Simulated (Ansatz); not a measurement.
# Ligand exchange: SiH3(SnH3) + CH8O3Si2 → SnH2(SiH3)2 + CH6O3Si

Species: SiH3(SnH3), singlet; CH8O3Si2 `CO[SiH](O)O[SiH3]`, singlet; SnH2(SiH3)2, singlet; CH6O3Si `CO[SiH](O)O`, singlet. The partners trade H for SiH3: Sn–H and O–SiH3 bonds give way to Sn–SiH3 and O–H.

Shapes, held fixed at every level: PBE0-D4/def2-TZVP. Flexible molecules stand in one conformer, not always the lowest. Programs: Ansatz 0.2.0. Electronic energies: no zero-point or thermal term.

```
              level                   kind  ΔE (kJ/mol)  less CCSD(T)/def2-TZVPP
      HF/def2-TZVPP           Hartree–Fock        +99.2                    +25.8
  PBE-D4/def2-TZVPP                    GGA        +50.2                    -23.2
B3LYP-D4/def2-TZVPP          global hybrid        +73.9                     +0.5
 PBE0-D4/def2-TZVPP          global hybrid        +57.5                    -15.9
  B2PLYP/def2-TZVPP          double hybrid        +75.1                     +1.7
    CCSD/def2-TZVPP  coupled cluster or CI        +76.9                     +3.5
 CCSD(T)/def2-TZVPP  coupled cluster or CI        +73.4                      0.0
```

The highest level, CCSD(T)/def2-TZVPP, gives ΔE = +73.4 kJ/mol; the levels span +50.2 to +99.2. The column of differences is taken from that level and isn't an error. No measured value is set beside it here. For atoms past krypton def2 sets carry core potentials with scalar relativity. Correlated rows may include outer-core shells of Sn, which these sets cover unevenly.

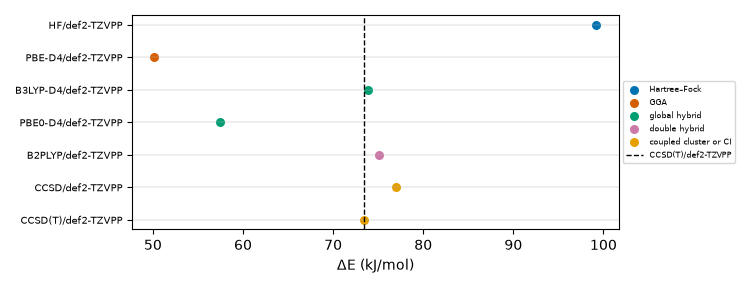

The values of the table, level by level.
